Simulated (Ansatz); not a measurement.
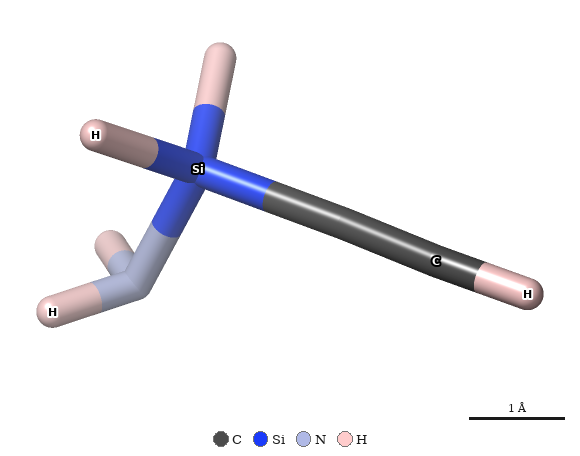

This is the input geometry for a relaxation of C₂H₅NSi. Style: stick. Shown at a tilt.

The run prepares an end point of a later path (inversion) calculation, from a guessed geometry.

Theory: Ansatz 0.2.0, RKS PBE0/6-31G*.

Input file:
```yaml
crystal:
  periodic: [false, false, false]
  atoms:
    - { symbol: C, position_ang: [-0.0465, 0.4779, -2.2452] }
    - { symbol: C, position_ang: [0.1554, 0.4139, -1.0887] }
    - { symbol: Si, position_ang: [0.5102, 0.2444, 0.7161] }
    - { symbol: "N", position_ang: [-0.51, -0.8322, 1.3904] }
    - { symbol: H, position_ang: [-0.3169, 0.6111, -3.3125] }
    - { symbol: H, position_ang: [0.3806, 1.5425, 1.4412] }
    - { symbol: H, position_ang: [1.911, -0.335, 0.9507] }
    - { symbol: H, position_ang: [0.0013, -1.65119, 1.68967] }
    - { symbol: H, position_ang: [-0.8915, -0.40096, 2.29993] }
basis:
  gaussian: { orbitals: "6-31G*" }
hamiltonian:
  xc: pbe0
relax:
  f_tol: 0.015
  max_steps: 40
```

Run as
```bash
ansatz run input.yaml --threads 1 --pin off --max-ram 2048MiB --backend cpu --events-out ev --progress --plain --runs-dir out
```

> Where does the relaxation end?

The largest move after the best rigid fit is that of H9, 0.54 Å. Largest moves by element: H 0.54 Å, N 0.41 Å, Si 0.17 Å, C 0.10 Å. Some distances before and after: Si3–N4 1.629 → 1.727 Å, N4–H9 1.076 → 1.012 Å, Si3–H7 1.534 → 1.486 Å, C1–H5 1.109 → 1.069 Å. Bond angles that change, for instance: Si3–N4–H9 107.9° → 118.5°, Si3–N4–H8 109.9° → 118.5°, C2–Si3–N4 110.2° → 115.9°. After 11 accepted moves (13 points after the start) the energy has fallen by 66.2 kJ/mol. Largest force component: 5.9 eV/Å at the start, 0.0033 eV/Å at the end. The line search rejected the trial steps at points 5, 9 of the run. The forces were under the threshold at step 11, but the run went on from there. The run took 89 s on 1 thread of Intel(R) Xeon(R) Processor @ 2.50GHz (Skylake/Cascade Lake), with other jobs on the host, peak memory 0.15 GiB.

History of the run:

```
step  E − E(0), kJ/mol  largest force component, eV/Å      note
   0              0.00                         5.8688          
   1            -47.84                         1.7809          
   2            -56.72                         0.5004          
   3            -60.75                         0.2161          
   4            -60.98                         0.2876          
   5            -37.44                         3.1015  rejected
   6            -61.93                         0.4988          
   7            -64.05                         0.3029          
   8            -65.81                         0.1227          
   9            -64.75                         0.5403  rejected
  10            -66.08                         0.0374          
  11            -66.15                         0.0047          
  12            -66.15                         0.0660          
  13            -66.16                         0.0033
```

Final geometry:

```xyz
9

C    -0.1165    0.4724   -2.1676
C     0.2042    0.4096   -0.9975
Si    0.6635    0.2905    0.7789
N    -0.2929   -0.7844    1.7344
H    -0.3933    0.5327   -3.1983
H     0.5290    1.6498    1.3630
H     2.0697   -0.1840    0.8418
H    -0.2139   -1.7790    1.5664
H    -1.2561   -0.5371    1.9205
```

The end point in the same view:

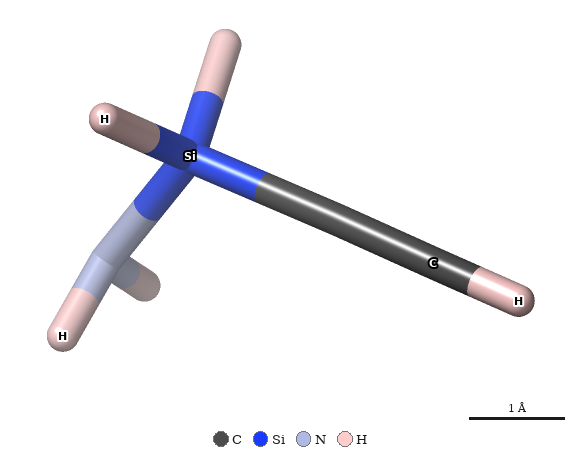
